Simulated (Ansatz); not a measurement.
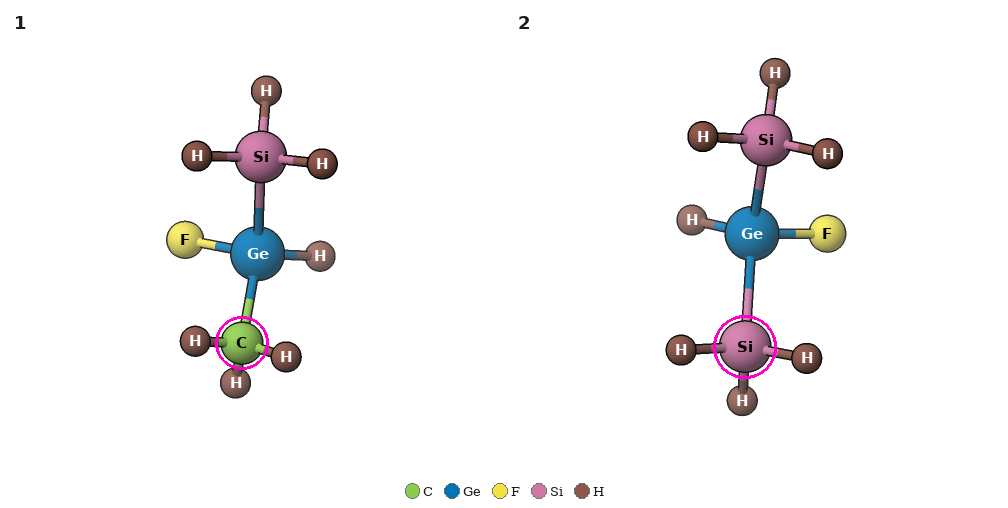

2 molecules with one skeleton, seen from the same side and at one scale; the atom that differs is circled. Each species is neutral and a spin singlet. Computed geometries: PBE0-D4/def2-TZVP optimisations, one conformation each. Properties computed with Ansatz 0.2.0.

One atom differs, called X below: C in panel 1, Si in panel 2. Their formulas are CH7FGeSi (`[CH3][Ge@@H]([F])[SiH3]`), FGeH7Si2 (`[F][GeH]([SiH3])[SiH3]`).

> In which is the length of X–Ge larger (PBE0-D4/def2-TZVP)?

In panel 2 (X = Si).

> In which is the dipole moment larger (ωB97M-V/def2-TZVPP)?

In panel 1 (X = C).

Give the values. With PBE0-D4/def2-TZVP: length of X–Ge (Å), mean length of X–H (Å), mean angle Ge–X–H (°). With ωB97M-V/def2-QZVPP: HOMO energy (Kohn–Sham orbital) (eV), HOMO–LUMO gap (eV). With ωB97M-V/def2-TZVPP: dipole moment (D).

```
                            quantity   1 (C)  2 (Si)   2 − 1
                  length of X–Ge (Å)   1.944   2.389  +0.445
              mean length of X–H (Å)   1.091   1.486  +0.395
               mean angle Ge–X–H (°)   110.0   109.4    −0.6
HOMO energy (Kohn–Sham orbital) (eV)  −10.19   −9.91   +0.28
                  HOMO–LUMO gap (eV)   11.48   10.63   −0.85
                   dipole moment (D)    2.35    2.12   −0.23
```
